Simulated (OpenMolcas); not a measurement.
**SiH2O2 (SMILES O[Si]O) at 6 levels**

Wanted: a comparison of 6 runs (HF/aug-cc-pVDZ, B3LYP/aug-cc-pVDZ, M06-2X/aug-cc-pVDZ, M06-L/aug-cc-pVDZ, PBE0/aug-cc-pVDZ, r2SCAN/aug-cc-pVDZ) of SiH2O2. 

The calculation is run with OpenMolcas 26.06.

1 further run of the same task is left out (set aside as unsound or not needed).

## 1. The system as given

SiH2O2 has 5 atoms, charge 0, and is taken as a singlet. SMILES: `O[Si]O`. The shape is that of a PBE0-D4/def2-TZVP optimisation. This is one conformer, not always the lowest.

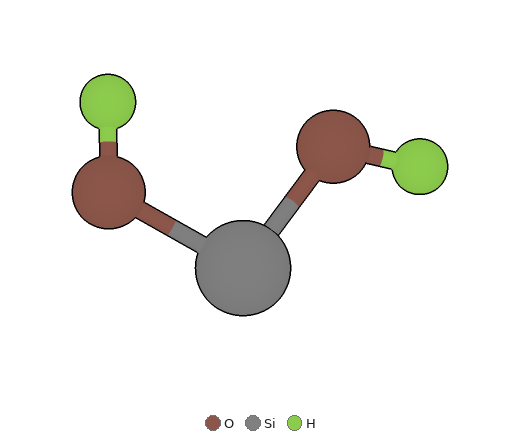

The structure, seen from a chosen angle (oxygen brown, silicon grey, hydrogen green).

## 2. Energy and gradient at HF/aug-cc-pVDZ (run 1)

mol.input

```
&GATEWAY
  BASLIB=$CurrDir
  COORD
  5
  angstrom
  O       -1.443200      -0.105600      -0.275000
  Si      -0.212000      -0.791300       0.567700
  O        1.036000       0.187500       0.068600
  H       -1.231900       0.648900      -0.836100
  H        1.901100      -0.013100       0.433400
  BASIS=aug-cc-pVDZ
  GROUP=NoSym

&SEWARD

&SCF
  THRESHOLDS=1e-10 1e-07 1e-07 1e-05
  PRORBITALS=1 1

&ALASKA
```

The basis set aug-cc-pVDZ is read from a file made from the Basis Set Exchange's data (not shown).

The run is started by

```sh
$ export MOLCAS_MEM=1860
$ pymolcas mol.input > mol.log
```

Standard output:

```text
--- Start Module: gateway ---
[...]
--- Stop Module: gateway /rc=_RC_ALL_IS_WELL_ ---
[...]
      Basis functions           91
[...]
--- Start Module: scf ---
[...]
       Convergence after  13 Iterations
[...]
::    Total SCF energy                               -439.9092013902
[...]
      Total spin, S                                     0.0000000000
[...]
      Total electronic charge=   32.000000
      Total            charge=   -0.000000
[...]
      Dipole Moment (debye):
      Origin of the operator (angstrom)=   -0.1899   -0.3257    0.1964
                   X=  1.7452E+00               Y=  6.2350E-01               Z= -9.6413E-02           Total=  1.8557E+00
      Quadrupole Moment (debye*angstrom):
[...]
--- Stop Module: scf /rc=_RC_ALL_IS_WELL_ ---
[...]
--- Start Module: alaska ---
[...]
 *              Molecular gradients               *
 **************************************************
  Irreducible representation: a
 ------------------------------------------------------------------------------------------
                              X                       Y                       Z
 ------------------------------------------------------------------------------------------
  O1                4.36864949408999E-03   -2.20589630422902E-02    1.88828660847342E-02
  SI2              -4.88531463021663E-04    1.51772987786387E-02   -1.23941967062713E-02
  O3               -2.51226566531830E-02   -2.93137723337189E-03   -3.50996156152039E-03
  H4                5.00354875571067E-03    1.46784931892912E-02   -1.07167807856587E-02
  H5                1.62389898663902E-02   -4.86545169220642E-03    7.73807296872731E-03
 ------------------------------------------------------------------------------------------
--- Stop Module: alaska /rc=_RC_ALL_IS_WELL_ ---
[...]
```

Wall time 12 s (1 thread of AMD EPYC 7R43 (Zen 3), shared host); peak memory 0.5 GiB.

## 3. Energy and gradient at B3LYP/aug-cc-pVDZ (run 2)

mol.input

```
* H2O2Si Kohn-Sham DFT

&GATEWAY
  BasLib=$CurrDir
  Coord
  5
  angstrom
  O       -1.443200      -0.105600      -0.275000
  Si      -0.212000      -0.791300       0.567700
  O        1.036000       0.187500       0.068600
  H       -1.231900       0.648900      -0.836100
  H        1.901100      -0.013100       0.433400
  Basis=aug-cc-pVDZ
  Group=NoSym

&SEWARD
  GridInput
  Grid=UltraFine
  End of Grid

&SCF
  KSDFT=B3LYP
  Thresholds=1e-10 1e-07 1e-07 1e-05
  PrOrbitals=1 2

&ALASKA
```

The basis set aug-cc-pVDZ is read from a file made from the Basis Set Exchange's data (not shown).

The run is started by

```sh
$ export MOLCAS_MEM=1860
$ pymolcas mol.input > mol.log
```

Standard output:

```text
--- Start Module: gateway ---
[...]
--- Stop Module: gateway /rc=_RC_ALL_IS_WELL_ ---
[...]
      Basis functions           91
[...]
--- Start Module: scf ---
[...]
       Convergence after  13 Iterations
[...]
::    Total KS-DFT energy                            -441.2461015304
[...]
      Total spin, S                                     0.0000000000
[...]
      Total electronic charge=   32.000000
      Total            charge=   -0.000000
[...]
      Dipole Moment (debye):
      Origin of the operator (angstrom)=   -0.1899   -0.3257    0.1964
                   X=  1.6634E+00               Y=  5.6640E-01               Z= -6.9318E-02           Total=  1.7586E+00
      Quadrupole Moment (debye*angstrom):
[...]
--- Stop Module: scf /rc=_RC_ALL_IS_WELL_ ---
[...]
--- Start Module: alaska ---
[...]
 *              Molecular gradients               *
 **************************************************
  Irreducible representation: a
 ------------------------------------------------------------------------------------------
                              X                       Y                       Z
 ------------------------------------------------------------------------------------------
  O1                2.09935287416965E-02   -8.95911166690144E-03    1.21704529780713E-02
  SI2              -3.03098896317688E-04    2.92341424283329E-02   -2.37154989678210E-02
  O3               -1.59608766413619E-02   -1.62678863375971E-02    9.41843856012081E-03
  H4               -5.99264194335869E-05   -4.08296210110137E-03    3.28043768239628E-03
  H5               -4.66962678453164E-03    7.58176772535091E-05   -1.15383025277227E-03
 ------------------------------------------------------------------------------------------
--- Stop Module: alaska /rc=_RC_ALL_IS_WELL_ ---
[...]
```

Run time: 39 s. Hardware: 1 thread of AMD EPYC 7R43 (Zen 3), shared host; peak memory 0.49 GiB.

Run 3 isn't shown in full; the table further down has it.

## 4. Energy and forces at M06-L/aug-cc-pVDZ (run 4)

struct.xyz

```xyz
5

O     -1.443200    -0.105600    -0.275000
Si    -0.212000    -0.791300     0.567700
O      1.036000     0.187500     0.068600
H     -1.231900     0.648900    -0.836100
H      1.901100    -0.013100     0.433400
```

run.inp

```
>>> EXPORT MOLCAS_PRINT=2

&GATEWAY
 BASLIB=$CurrDir
 COORD=struct.xyz
 BASIS=aug-cc-pVDZ
 GROUP=NoSym

&SEWARD
 GRIDINPUT
 Grid=UltraFine
 End of Grid

&SCF
 KSDFT=M06L
 THRESHOLDS=1e-10 1e-07 1e-07 1e-05
 PRORBITALS=1 2

&ALASKA
```

The basis set aug-cc-pVDZ is read from a file made from the Basis Set Exchange's data (not shown).

The run is started by

```sh
$ export MOLCAS_MEM=1860
$ pymolcas run.inp > run.log
```

Standard output:

```text
--- Start Module: gateway ---
[...]
--- Stop Module: gateway /rc=_RC_ALL_IS_WELL_ ---
[...]
      Basis functions           91
[...]
--- Start Module: scf ---
[...]
       Convergence after  14 Iterations
[...]
::    Total KS-DFT energy                            -441.1953469971
[...]
      Total spin, S                                     0.0000000000
[...]
      Total electronic charge=   32.000000
      Total            charge=   -0.000000
[...]
      Dipole Moment (debye):
      Origin of the operator (angstrom)=   -0.1899   -0.3257    0.1964
                   X=  1.6599E+00               Y=  7.0844E-01               Z= -1.8501E-01           Total=  1.8142E+00
      Quadrupole Moment (debye*angstrom):
[...]
--- Stop Module: scf /rc=_RC_ALL_IS_WELL_ ---
[...]
--- Start Module: alaska ---
[...]
 *              Molecular gradients               *
 **************************************************
  Irreducible representation: a
 ------------------------------------------------------------------------------------------
                              X                       Y                       Z
 ------------------------------------------------------------------------------------------
  O1                1.80731255344764E-02   -1.12100180637276E-02    1.33095514719841E-02
  SI2              -8.70461467417760E-04    2.75157303559173E-02   -2.24596328634892E-02
  O3               -1.62883812702770E-02   -1.54414483120471E-02    8.67395151425754E-03
  H4               -1.48007671169237E-04   -9.37000589367187E-04    7.13210993653846E-04
  H5               -7.66275125613447E-04    7.27366092367898E-05   -2.37081116432059E-04
 ------------------------------------------------------------------------------------------
--- Stop Module: alaska /rc=_RC_ALL_IS_WELL_ ---
[...]
```

Wall time 49 s (1 thread of AMD EPYC 7R43 (Zen 3), shared host); peak memory 0.5 GiB.

Run 5 isn't shown in full; the table further down has it.

## 5. Energy and forces at r2SCAN/aug-cc-pVDZ (run 6)

job.inp

```
* H2O2Si Kohn-Sham DFT

&GATEWAY
 BasLib=$CurrDir
 Coord
 5
 angstrom
 O       -1.443200      -0.105600      -0.275000
 Si      -0.212000      -0.791300       0.567700
 O        1.036000       0.187500       0.068600
 H       -1.231900       0.648900      -0.836100
 H        1.901100      -0.013100       0.433400
 Basis=aug-cc-pVDZ
 Group=NoSym

&SEWARD
 GridInput
 Grid=UltraFine
 End of Grid

&SCF
 KSDFT=2
 1.0 MGGA_X_R2SCAN
 1.0 MGGA_C_R2SCAN
 Thresholds=1e-10 1e-07 1e-07 1e-05
 PrOrbitals=1

&ALASKA
```

The basis set aug-cc-pVDZ is read from a file made from the Basis Set Exchange's data (not shown).

The run is started by

```sh
$ export MOLCAS_MEM=1860
$ pymolcas job.inp > job.log
```

Standard output:

```text
--- Start Module: gateway ---
[...]
--- Stop Module: gateway /rc=_RC_ALL_IS_WELL_ ---
[...]
      Basis functions           91
[...]
--- Start Module: scf ---
[...]
       Convergence after  13 Iterations
[...]
::    Total KS-DFT energy                            -441.1221632410
[...]
      Total spin, S                                     0.0000000000
[...]
      Total electronic charge=   32.000000
      Total            charge=   -0.000000
[...]
      Dipole Moment (debye):
      Origin of the operator (angstrom)=   -0.1899   -0.3257    0.1964
                   X=  1.6717E+00               Y=  7.4941E-01               Z= -2.1535E-01           Total=  1.8446E+00
      Quadrupole Moment (debye*angstrom):
[...]
--- Stop Module: scf /rc=_RC_ALL_IS_WELL_ ---
[...]
--- Start Module: alaska ---
[...]
 *              Molecular gradients               *
 **************************************************
  Irreducible representation: a
 ------------------------------------------------------------------------------------------
                              X                       Y                       Z
 ------------------------------------------------------------------------------------------
  O1                2.03222215406349E-02   -7.61099851960256E-03    1.09225625539859E-02
  SI2              -7.62150644496695E-04    2.73848765786333E-02   -2.23276362951346E-02
  O3               -1.39418342247746E-02   -1.62465875719953E-02    9.87409478474177E-03
  H4               -1.15779785622999E-03   -4.31174057862105E-03    3.20871878896067E-03
  H5               -4.46043881512193E-03    7.84450091612654E-04   -1.67773983256936E-03
 ------------------------------------------------------------------------------------------
--- Stop Module: alaska /rc=_RC_ALL_IS_WELL_ ---
[...]
```

It took 47 s on 1 thread of AMD EPYC 7R43 (Zen 3), shared host; peak memory 0.5 GiB.

## 6. All runs side by side

```
run               level  integration grid  energy (Eh)  dipole moment (D)  HOMO energy (eV)  LUMO energy (eV)  wall time
  1      HF/aug-cc-pVDZ                 –  -439.909201               1.86             -9.75              1.00       12 s
  2   B3LYP/aug-cc-pVDZ         UltraFine  -441.246102               1.76             -7.04             -1.48       39 s
  3  M06-2X/aug-cc-pVDZ         UltraFine  -441.153371               1.77             -8.22             -0.48       45 s
  4   M06-L/aug-cc-pVDZ         UltraFine  -441.195347               1.81             -6.17             -1.77       49 s
  5    PBE0/aug-cc-pVDZ         UltraFine  -440.942186               1.80             -7.19             -1.27       38 s
  6  r2SCAN/aug-cc-pVDZ         UltraFine  -441.122163               1.84             -6.25             -1.92       47 s
```

## 7. Results

| quantity | value |
| --- | --- |
| run 6: total energy | -441.12216 Eh |
| run 6: dipole moment | 1.84 D |
| run 6: HOMO energy | -6.25 eV |
| run 6: LUMO energy | -1.92 eV |
| run 6: HOMO–LUMO gap | 4.33 eV |
| run 6: largest force on an atom | 1.817 eV/Å |

The dipole moment (its size) runs from 1.76 D (B3LYP/aug-cc-pVDZ) to 1.86 D (HF/aug-cc-pVDZ). The HOMO–LUMO gap runs from 4.33 eV (r2SCAN/aug-cc-pVDZ) to 10.75 eV (HF/aug-cc-pVDZ). Exact exchange widens orbital gaps. Totals of different functionals can't be ranked against each other. All runs together took 3.8 min, the longest 49 s.
